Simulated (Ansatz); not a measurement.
**BNH6 (SMILES [BH3-][NH3+]): levels of theory compared**

We compute a comparison of 6 runs (HF/3-21G, HF/pcseg-1, B3LYP/6-31G*, PBE0/def2-SVP, r2SCAN/6-31G**, CCSDT/pcseg-0) of BNH6. 

The results are computed with Ansatz 0.2.0.

9 further runs of the same task are left out: 1 for a known fault of the program, 1 that didn't finish, 7 set aside as unsound or not needed.

## (1) Starting point

BNH6 has 8 atoms, charge 0, and is taken as a singlet. As SMILES, `[BH3-][NH3+]`. Geometry: relaxed at PBE0-D4/def2-TZVP.

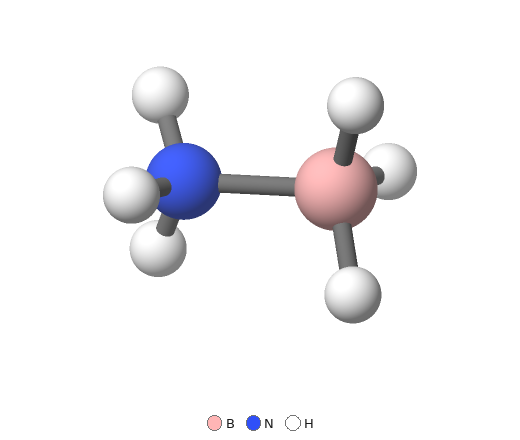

Viewed from a chosen angle; boron pink, nitrogen blue, hydrogen white.

## (2) Energy and gradient at HF/3-21G (run 1)

Input file molecule.yaml:

```yaml
crystal:
  periodic: [false, false, false]
  atoms:
    - {symbol: B, position_ang: [-0.191300, 0.250800, -0.775400]}
    - {symbol: "N", position_ang: [0.206500, -0.255100, 0.731700]}
    - {symbol: H, position_ang: [-0.078200, -0.728400, -1.481000]}
    - {symbol: H, position_ang: [-1.332600, 0.649700, -0.687200]}
    - {symbol: H, position_ang: [0.604400, 1.126600, -1.038400]}
    - {symbol: H, position_ang: [0.140800, 0.507000, 1.398700]}
    - {symbol: H, position_ang: [1.156600, -0.611300, 0.755300]}
    - {symbol: H, position_ang: [-0.414000, -0.996500, 1.040500]}
basis:
  gaussian:
    orbitals: 3-21G.json
hamiltonian:
  xc: hf
accuracy: high
output:
  forces: true
  orbitals: {seedname: orbitals}
```

The basis set 3-21G is read from a file made from the Basis Set Exchange's data (not shown).

Run with:

```console
$ ansatz run molecule.yaml --threads 1 --pin off --max-ram 2610MiB --events-out events.jsonl --progress --plain --runs-dir runs
```

Output:

```text
Warning: RAYON_NUM_THREADS=1 ignored (pool sized by the plan → 1); use --threads N
Functional definition: HF
  name "HF"
  exchange = exact_x
  correlation = 0
710 factors; integrals over basis functions are off by at most 3.0e-9 eV
mean field evaluation 1: about -2234.6938 eV, gradient 1.9e1 eV
mean field evaluation 2: about -2234.6821 eV, gradient 1.9e1 eV
mean field evaluation 4: about -2235.8130 eV, gradient 1.5e0 eV
mean field evaluation 8: about -2235.8190 eV, gradient 2.8e-5 eV
mean field -2235.81900771 eV, -82.1648330407 hartree, gradient 8.8e-9 eV, S^2 0.000000; 0 other end points of the search recorded, 0 dependent functions left out
the calculation of the forces begins
reference -2235.81900771 eV, -82.1648330407 hartree; 9, 9 occupied and 21, 21 virtual orbitals, 710 factors
Total energy: -2235.81900771 eV, -82.1648330407 hartree
Atom 0 at    -0.191300     0.250800    -0.775400 Å, force    -0.203117     0.256112    -0.765953 eV/Å
Atom 1 at     0.206500    -0.255100     0.731700 Å, force     0.374067    -0.474430     1.407828 eV/Å
Atom 2 at    -0.078200    -0.728400    -1.481000 Å, force    -0.013953     0.048929    -0.010800 eV/Å
Atom 3 at    -1.332600     0.649700    -0.687200 Å, force     0.032461    -0.002031    -0.040476 eV/Å
Atom 4 at     0.604400     1.126600    -1.038400 Å, force    -0.038448    -0.019202    -0.027929 eV/Å
Atom 5 at     0.140800     0.507000     1.398700 Å, force    -0.038824    -0.002059    -0.211965 eV/Å
Atom 6 at     1.156600    -0.611300     0.755300 Å, force    -0.115685     0.082052    -0.164936 eV/Å
Atom 7 at    -0.414000    -0.996500     1.040500 Å, force     0.003498     0.110629    -0.185769 eV/Å
Dipole moment:     0.302907    -0.385145     1.147391 e Å
```

Wall time 0.3 s (1 thread of Arm Neoverse V1, shared host).

## (3) Energy and gradient at HF/pcseg-1 (run 2)

Input file in.yaml:

```yaml
crystal:
  periodic: [false, false, false]
  atoms:
    - {symbol: B, position_ang: [-0.191300, 0.250800, -0.775400]}
    - {symbol: N, position_ang: [0.206500, -0.255100, 0.731700]}
    - {symbol: H, position_ang: [-0.078200, -0.728400, -1.481000]}
    - {symbol: H, position_ang: [-1.332600, 0.649700, -0.687200]}
    - {symbol: H, position_ang: [0.604400, 1.126600, -1.038400]}
    - {symbol: H, position_ang: [0.140800, 0.507000, 1.398700]}
    - {symbol: H, position_ang: [1.156600, -0.611300, 0.755300]}
    - {symbol: H, position_ang: [-0.414000, -0.996500, 1.040500]}
basis:
  gaussian:
    orbitals: pcseg-1.json
hamiltonian:
  xc: hf
accuracy: high
output: {forces: true, orbitals: {seedname: orbitals}}
```

The basis set pcseg-1 is read from a file made from the Basis Set Exchange's data (not shown).

Run with:

```console
$ ansatz run in.yaml --threads 1 --pin off --max-ram 2610MiB --events-out events.jsonl --progress --plain --runs-dir runs
```

Output, cut to the lines that bear on the results:

```text
Warning: RAYON_NUM_THREADS=1 ignored (pool sized by the plan → 1); use --threads N
[... 2 set-up lines as earlier in the session ...]
[...]
1432 factors; integrals over basis functions are off by at most 3.6e-9 eV
[...]
mean field -2247.56376910 eV, -82.5964450609 hartree, gradient 4.1e-8 eV, S^2 0.000000; 0 other end points of the search recorded, 0 dependent functions left out
[...]
reference -2247.56376910 eV, -82.5964450609 hartree; 9, 9 occupied and 49, 49 virtual orbitals, 1432 factors
Total energy: -2247.56376910 eV, -82.5964450609 hartree
Atom 0 at    -0.191300     0.250800    -0.775400 Å, force    -0.143238     0.179948    -0.539016 eV/Å
Atom 1 at     0.206500    -0.255100     0.731700 Å, force     0.206630    -0.261482     0.773262 eV/Å
Atom 2 at    -0.078200    -0.728400    -1.481000 Å, force     0.003917     0.004908     0.028063 eV/Å
Atom 3 at    -1.332600     0.649700    -0.687200 Å, force     0.018417    -0.010945     0.018620 eV/Å
Atom 4 at     0.604400     1.126600    -1.038400 Å, force    -0.003164    -0.015995     0.022221 eV/Å
Atom 5 at     0.140800     0.507000     1.398700 Å, force     0.045061    -0.378170    -0.258066 eV/Å
Atom 6 at     1.156600    -0.611300     0.755300 Å, force    -0.435344     0.150141     0.044529 eV/Å
Atom 7 at    -0.414000    -0.996500     1.040500 Å, force     0.307720     0.331595    -0.089612 eV/Å
Dipole moment:     0.290149    -0.368913     1.099039 e Å
```

Run time: 1.4 s. Hardware: 1 thread of Arm Neoverse V1, shared host.

Run 3 isn't shown in full; the table further down has it.

## (4) Energy and forces at PBE0/def2-SVP (run 4)

Input file job.yaml:

```yaml
crystal:
  periodic: [false, false, false]
  atoms:
    - {symbol: B, position_ang: [-0.191300, 0.250800, -0.775400]}
    - {symbol: N, position_ang: [0.206500, -0.255100, 0.731700]}
    - {symbol: H, position_ang: [-0.078200, -0.728400, -1.481000]}
    - {symbol: H, position_ang: [-1.332600, 0.649700, -0.687200]}
    - {symbol: H, position_ang: [0.604400, 1.126600, -1.038400]}
    - {symbol: H, position_ang: [0.140800, 0.507000, 1.398700]}
    - {symbol: H, position_ang: [1.156600, -0.611300, 0.755300]}
    - {symbol: H, position_ang: [-0.414000, -0.996500, 1.040500]}
basis:
  gaussian:
    orbitals: def2-SVP
magnetization:
  spin_polarized: false
  initial_magnetization: 0
hamiltonian:
  xc: pbe0
accuracy: high
output: {forces: true, orbitals: {seedname: orbitals}}
```

Run with:

```console
$ ansatz run job.yaml --threads 1 --pin off --max-ram 2610MiB --events-out events.jsonl --progress --plain --runs-dir runs
```

Output, cut to the lines that bear on the results:

```text
Warning: RAYON_NUM_THREADS=1 ignored (pool sized by the plan → 1); use --threads N
Functional definition: PBE0
  name "PBE0"
[...]
1428 factors; integrals over basis functions are off by at most 3.3e-9 eV
[...]
mean field -2259.65344159 eV, -83.0407323305 hartree, gradient 5.6e-8 eV, S^2 0.000000; 0 other end points of the search recorded, 0 dependent functions left out
[...]
reference -2259.65344384 eV, -83.0407324131 hartree; 9, 9 occupied and 49, 49 virtual orbitals, 1428 factors
Total energy: -2259.65344384 eV, -83.0407324131 hartree
Atom 0 at    -0.191300     0.250800    -0.775400 Å, force     0.060511    -0.079127     0.232669 eV/Å
Atom 1 at     0.206500    -0.255100     0.731700 Å, force    -0.073030     0.093977    -0.285505 eV/Å
Atom 2 at    -0.078200    -0.728400    -1.481000 Å, force     0.021429    -0.210710    -0.167952 eV/Å
Atom 3 at    -1.332600     0.649700    -0.687200 Å, force    -0.254349     0.092325     0.006319 eV/Å
Atom 4 at     0.604400     1.126600    -1.038400 Å, force     0.172354     0.197713    -0.071351 eV/Å
Atom 5 at     0.140800     0.507000     1.398700 Å, force    -0.010820     0.169119     0.172482 eV/Å
Atom 6 at     1.156600    -0.611300     0.755300 Å, force     0.221370    -0.087233     0.023732 eV/Å
Atom 7 at    -0.414000    -0.996500     1.040500 Å, force    -0.137465    -0.176065     0.089606 eV/Å
Dipole moment:     0.287295    -0.365299     1.088268 e Å
```

It took 3.6 s on 1 thread of Arm Neoverse V1, shared host.

Run 5 isn't shown in full; the table further down has it.

## (5) Energy and gradient at CCSDT/pcseg-0 (density fitting with def2-universal-jkfit) (run 6)

Input file molecule.yaml:

```yaml
crystal:
  periodic: [false, false, false]
  atoms:
    - {symbol: B, position_ang: [-0.191300, 0.250800, -0.775400]}
    - {symbol: N, position_ang: [0.206500, -0.255100, 0.731700]}
    - {symbol: H, position_ang: [-0.078200, -0.728400, -1.481000]}
    - {symbol: H, position_ang: [-1.332600, 0.649700, -0.687200]}
    - {symbol: H, position_ang: [0.604400, 1.126600, -1.038400]}
    - {symbol: H, position_ang: [0.140800, 0.507000, 1.398700]}
    - {symbol: H, position_ang: [1.156600, -0.611300, 0.755300]}
    - {symbol: H, position_ang: [-0.414000, -0.996500, 1.040500]}
basis:
  gaussian:
    orbitals: pcseg-0.json
    fitting: {mean_field: def2-universal-jkfit}
total_charge: 0
correlation:
  method: ccsdt
  frozen_orbitals: {B: 1, H: 0, "N": 1}
output: {forces: true, orbitals: {seedname: orbitals}}
```

The basis set pcseg-0 is read from a file made from the Basis Set Exchange's data (not shown).

Run with:

```console
$ ansatz run molecule.yaml --threads 1 --pin off --max-ram 2610MiB --events-out events.jsonl --progress --plain --runs-dir runs
```

Output:

```text
Warning: RAYON_NUM_THREADS=1 ignored (pool sized by the plan → 1); use --threads N
[... 10 lines left out ...]
2 core orbitals not correlated: weight in the atoms' cores, before any rotation towards them, 1.000 or more for the frozen orbitals, at most 0.000 for the correlated occupied ones
[... 13 lines left out ...]
Total energy: -2247.61579892 eV, -82.5983571215 hartree
[... 8 lines left out ...]
Dipole moment:     0.303878    -0.386384     1.151074 e Å
```

Run time: 6.6 s. Hardware: 1 thread of Arm Neoverse V1, shared host.

## (6) Overview of the runs

```
run                                                      level  accuracy  frozen core orbitals  energy (Eh)  dipole moment (D)  HOMO energy (eV)  LUMO energy (eV)  wall time
  1                                                   HF/3-21G      high                     –   -82.164833               5.99            -10.95              5.55      0.3 s
  2                                                 HF/pcseg-1      high                     –   -82.596445               5.74            -11.21              3.14      1.4 s
  3                         B3LYP/6-31G* (spherical functions)      high                     –   -83.211303               5.66             -7.22              0.80      2.7 s
  4                                              PBE0/def2-SVP      high                     –   -83.040732               5.68             -7.62              0.61      3.6 s
  5                       r2SCAN/6-31G** (spherical functions)      high                     –   -83.155034               5.66             -6.39              0.94        6 s
  6  CCSDT/pcseg-0 (density fitting with def2-universal-jkfit)    medium                     2   -82.598357               6.01            -11.19              3.86      6.6 s
```

## (7) Results

| quantity | value |
| --- | --- |
| run 6: total energy | -82.59836 Eh |
| run 6: dipole moment (correlated density) | 6.01 D |
| run 6: HOMO energy (Hartree–Fock orbitals) | -11.19 eV |
| run 6: LUMO energy (Hartree–Fock orbitals) | 3.86 eV |
| run 6: HOMO–LUMO gap (Hartree–Fock orbitals) | 15.06 eV |
| run 6: correlation energy (2 core orbitals frozen) | -217.4 mEh |
| run 6: T1 diagnostic | 0.007 |
| run 6: largest force on an atom | 1.032 eV/Å |

The dipole moment (its size) runs from 5.66 D (r2SCAN/6-31G**) to 6.01 D (CCSDT/pcseg-0). The two ends differ in method and basis. Over runs 1, 2, 3, 4, 5 the HOMO–LUMO gap runs from 7.32 eV (r2SCAN/6-31G**) to 16.50 eV (HF/3-21G). Totals of different functionals can't be ranked against each other. All runs together took 21 s, the longest 6.6 s.
